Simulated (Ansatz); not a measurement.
**RbI (SMILES [Rb][I]): methods side by side**

RbI: 2 atoms, total charge 0, spin state singlet. As SMILES, `[Rb][I]`. Geometry: the measured bond length.

```xyz
2

Rb    0.0000    0.0000    0.0000
I     0.0000    0.0000    3.1769
```

Quantity: the energy change with the Rb1–I2 bond stretched from 3.177 to 3.971 Å, in eV. The values are calculated.

```csv
level,kind,program,value (eV),less FCI/STO-3G,CPU time (all runs)
HF/STO-3G (restricted),Hartree–Fock,Ansatz,1.21,-0.04,1.5 s
SVWN5/STO-3G (restricted),LDA,Ansatz,1.27,+0.02,3.8 s
revPBE/STO-3G (restricted),GGA,Ansatz,1.07,-0.18,6 s
wB97M-V/STO-3G (restricted),range-separated hybrid,Ansatz,1.35,+0.10,75 s
RPA@PBE/STO-3G (restricted),RPA,Ansatz,1.18,-0.07,8.4 s
MP2/STO-3G (restricted),perturbation theory,Ansatz,1.25,0.00,1.8 s
CCSD/STO-3G (restricted),coupled cluster or CI,Ansatz,1.25,0.00,2 s
CCSDT(Q)/STO-3G (restricted),coupled cluster or CI,Ansatz,1.25,0.00,4.2 s
FCI/STO-3G,exact in the basis,Ansatz,1.25,0.00,12 s
```

FCI/STO-3G is exact within its basis and frozen core, so for wave-function methods in that basis the difference is their error; functionals converge differently with the basis, so for them it is only a difference. All-electron rows without a relativistic Hamiltonian named are non-relativistic. The first shape isn't each level's own minimum. The values span 1.07 to 1.35 eV. All rows use very small basis sets, so none should be taken for the real molecule's value. In the correlated wave-function rows the outer d shell of I is correlated, in sets not made for it. CPU times are rough (shared hosts, several kinds of processor and program).

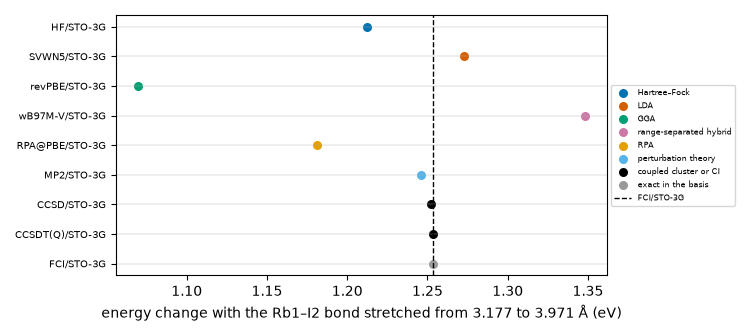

The values of the table, level by level.
